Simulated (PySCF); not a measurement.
**AlCl (aluminium monochloride) at CISD/STO-6G**

What is the energy change on altering one bond length of AlCl (aluminium monochloride) at CISD/STO-6G? Input form: a Python script.

The calculation is run with PySCF 2.14.0.

15 further runs of the same task are left out: 4 that didn't finish, 11 set aside as unsound or not needed.

**1. The molecule**

AlCl has 2 atoms, charge 0, and is taken as a singlet. As SMILES, `[Al][Cl]`. Geometry: the measured bond length.

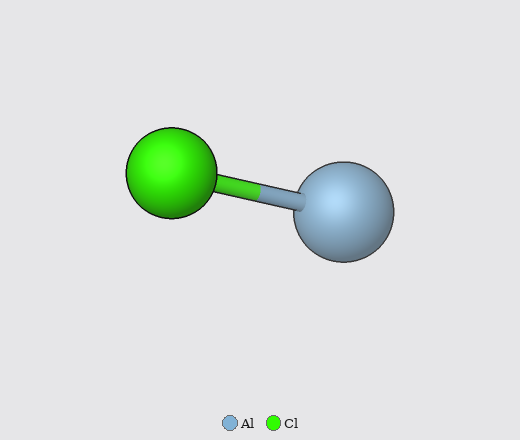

The structure, seen from a chosen angle (aluminium light blue, chlorine green).

**2. The energy at CISD/STO-6G**

Input file job.py:

```python
# aluminium monochloride
from pyscf import gto, ci

molecule = gto.M(
    atom=[
    ('Al', (0.000000, 0.000000, 0.000000)),
    ('Cl', (0.000000, 0.000000, 2.130113)),
],
    verbose=3,
    spin=0,
    basis='sto-6g',
    max_memory=1860,
)

mf = molecule.RHF()
mf.conv_tol = 1e-10
mf.kernel()
if not mf.converged:
    mf = mf.newton().run(mf.mo_coeff, mf.mo_occ)

cisd = ci.CISD(mf, frozen=10)
cisd.kernel()
e_final = cisd.e_tot
print('E(%s) = %.9f' % ('CISD', e_final))
```

On the command line:

```sh
OMP_NUM_THREADS=1 python job.py
```

Standard output:

```text
converged SCF energy = -699.022434493562
E(RCISD) = -699.0599210733495  E_corr = -0.03748657978743952
E(CISD) = -699.059921073
```

Wall time 0.84 s (1 thread of Arm Neoverse V2, shared host); peak memory 0.12 GiB.

**3. The distorted shape**

Input file geometry.xyz:

```xyz
2
AlCl
Al     0.000000     0.000000    -2.556087
Cl     0.000000     0.000000     2.130113
```

Input file input.py:

```python
from pyscf import gto, ci

mol = gto.M(
    atom='geometry.xyz',
    basis='sto-6g',
    verbose=3,
    max_memory=1860,
)

calc0 = mol.RHF()
calc0.conv_tol = 1e-10
calc0.kernel()
if not calc0.converged:
    calc0 = calc0.newton().run(calc0.mo_coeff, calc0.mo_occ)

cisd = ci.CISD(calc0, frozen=10)
cisd.kernel()
etot = cisd.e_tot
print(f'total energy: {etot:.8f} hartree')
```

On the command line:

```sh
OMP_NUM_THREADS=1 python input.py
```

Standard output:

```text
converged SCF energy = -698.842418693033
E(RCISD) = -698.8809167955852  E_corr = -0.03849810255185321
total energy: -698.88091680 hartree
```

Run time: 0.72 s. Hardware: 1 thread of Arm Neoverse V2, shared host; peak memory 0.12 GiB.

**4. Results**

At CISD/STO-6G, 10 core orbitals frozen:

```
                                                           quantity          value
                                          first shape: total energy  -699.05992 Eh
                  first shape: dipole moment (Hartree–Fock density)         4.34 D
                   first shape: HOMO energy (Hartree–Fock orbitals)       -5.91 eV
                   first shape: LUMO energy (Hartree–Fock orbitals)        8.72 eV
                 first shape: HOMO–LUMO gap (Hartree–Fock orbitals)       14.63 eV
          first shape: correlation energy (10 core orbitals frozen)      -37.5 mEh
                                      distorted shape: total energy  -698.88092 Eh
              distorted shape: dipole moment (Hartree–Fock density)        22.06 D
               distorted shape: HOMO energy (Hartree–Fock orbitals)       -1.52 eV
               distorted shape: LUMO energy (Hartree–Fock orbitals)        3.75 eV
             distorted shape: HOMO–LUMO gap (Hartree–Fock orbitals)        5.26 eV
      distorted shape: correlation energy (10 core orbitals frozen)      -38.5 mEh
energy change with the Al1–Cl2 bond stretched from 2.130 to 4.686 Å       4.871 eV
```

With the Al1–Cl2 bond stretched from 2.130 to 4.686 Å the energy rises by 4.87 eV (112 kcal/mol). The first shape isn't relaxed at this level, so the change isn't measured from a minimum. The minimal basis adds a large error of its own.
